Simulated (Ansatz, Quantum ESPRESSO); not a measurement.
# 1T-CdI2, 1 layer: the gap along the path at a withheld member of a series

Method. Quantum ESPRESSO 7.5, PBE, GBRV ultrasoft. Cell and atoms are first relaxed; each strained cell is then held and the atoms relax in it. A periodic run with 15 Å of vacuum in the starting cell gives the vacuum levels, and bands follow along a path. The series steps biaxial strain.

| biaxial strain | gap along the path (eV) |
| --- | --- |
| -4 % | 2.230 |
| -3 % | 2.297 |
| -2 % | 2.359 |
| -1 % | 2.412 |
| 0 % | 2.453 |
| 2 % | 2.517 |
| 3 % | 2.539 |
| 4 % | 2.554 |

To predict: What is the gap along the path at 1 %?

**Worked estimate.** The rows at 0 % and 2 % give a slope of (2.517 − (2.453))/(2 − (0)) = 0.032, so a straight line gives 2.485 eV. A parabola through these and the row at -1 % gives 2.488 eV.

**Check.** 2.489 eV. The line misses by −0.004 and the parabola by −0.001 eV. The parabola does better.

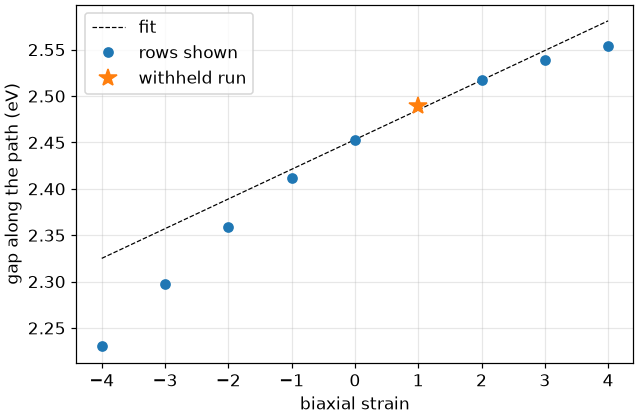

The rows shown, the fit and the withheld run.

**Limits.** Semilocal gaps are too small; the 1×1 cell can't ripple over many cells under compression as a free sheet would. No spin-orbit coupling.
